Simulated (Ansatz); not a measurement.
**Profile along the Ti–O line in SrTiO3 (cubic perovskite)**

SrTiO₃ (cubic perovskite)

```
SrTiO3
1.0
    3.90753     0.00000     0.00000
    0.00000     3.90753     0.00000
    0.00000     0.00000     3.90753
Sr Ti O
1 1 3
Direct
  0.00000   0.00000   0.00000
  0.50000   0.50000   0.50000
  0.00000   0.50000   0.50000
  0.50000   0.50000   0.00000
  0.50000   0.00000   0.50000
```

Fields along a shortest Ti–O line of a {210} plane (1.95 Å), from Ti to O, interpolated on the slice's grid (step about 0.3 Å). All values below come from r2SCAN (plane waves to 500 eV, PAW, scalar-relativistic; Ansatz, an electronic-structure program). k mesh 9×9×9. Inside the PAW spheres the values are not all-electron values, and peaks at nuclei hang on which shells count as valence. SrTiO3 is run without spin polarisation. SrTiO3 was relaxed with its symmetry unable to fall. The PAW data are Ansatz's earlier set.

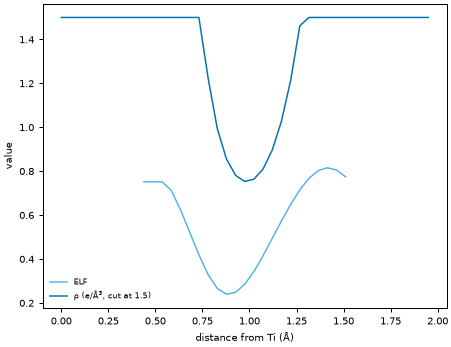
Fig. 1. ELF (away from the nuclei) and valence density from Ti to O.

Density on the Ti–O line (1.95 Å) at its midpoint: 0.75 e/Å³. ELF at that point: 0.3.
